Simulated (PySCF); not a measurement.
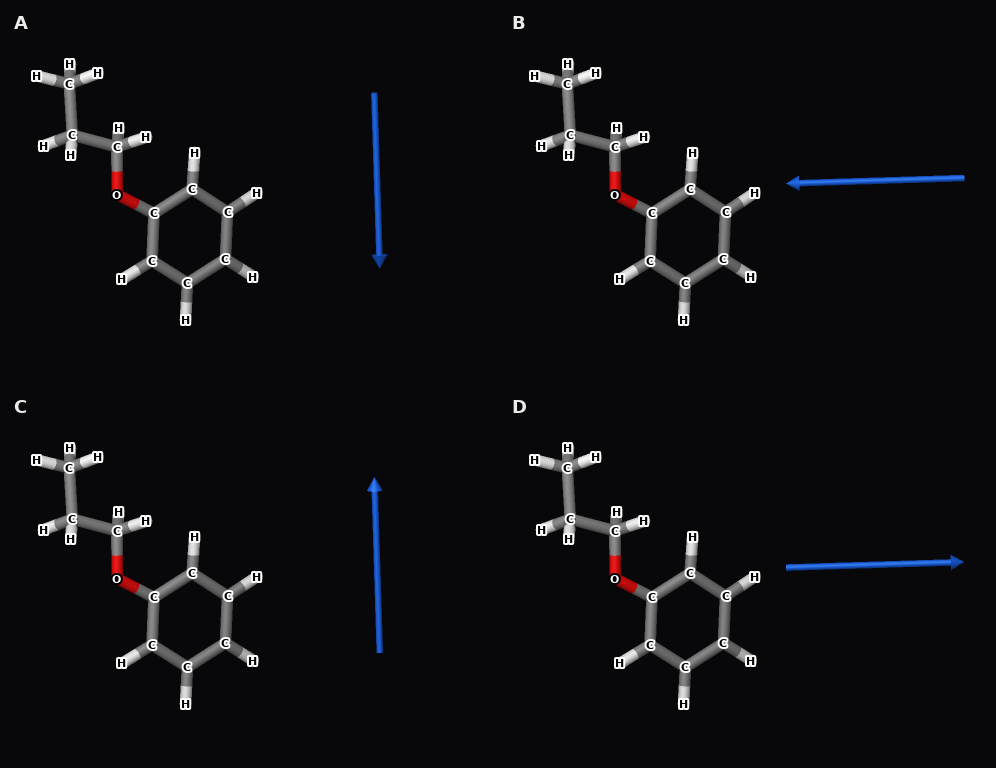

The same molecule four times, each with an arrow. Computed geometry: GFN2-xTB optimisation. No frequency run is at hand to confirm it as a minimum. Method: PBE0/pcSseg-1, gas phase (PySCF 2.14.0).

**Which arrow points along the dipole moment, from the negative to the positive end?**

C. The dipole moment is 1.45 D.
